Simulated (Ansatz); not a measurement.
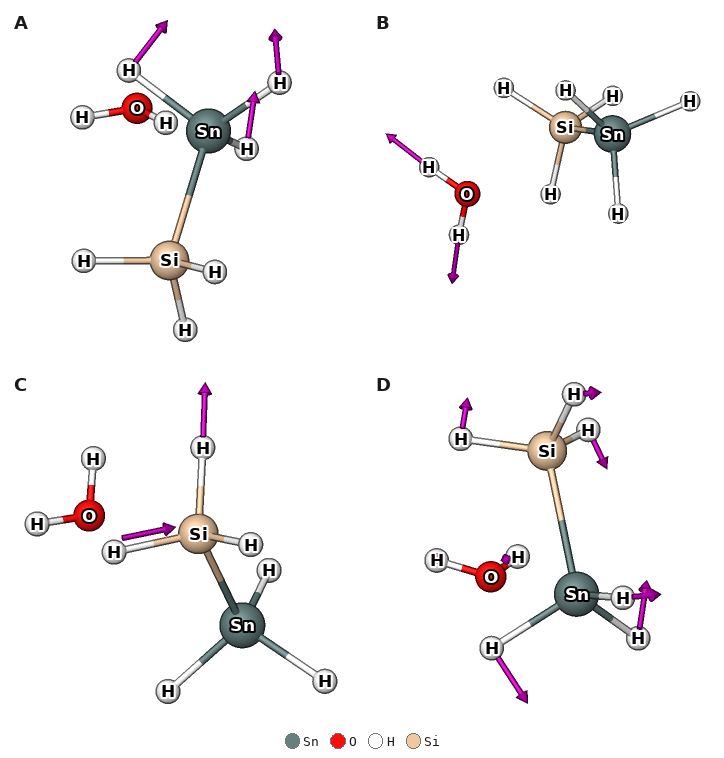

4 normal modes of one molecule or complex, as arrows. Harmonic vibrations computed with RKS PBE0-D4/def2-TZVP, core potentials on Sn (Ansatz 0.2.0) at a stationary point of the same level.

Match the panels to the wavenumbers 354 cm⁻¹, 676 cm⁻¹, 2221 cm⁻¹, 3846 cm⁻¹.

Answer. A: 676 cm⁻¹, angle bending
B: 3846 cm⁻¹, in-phase stretching of 2 O–H bonds
C: 2221 cm⁻¹, out-of-phase stretching of 2 Si–H bonds
D: 354 cm⁻¹, H–Sn–Si bending
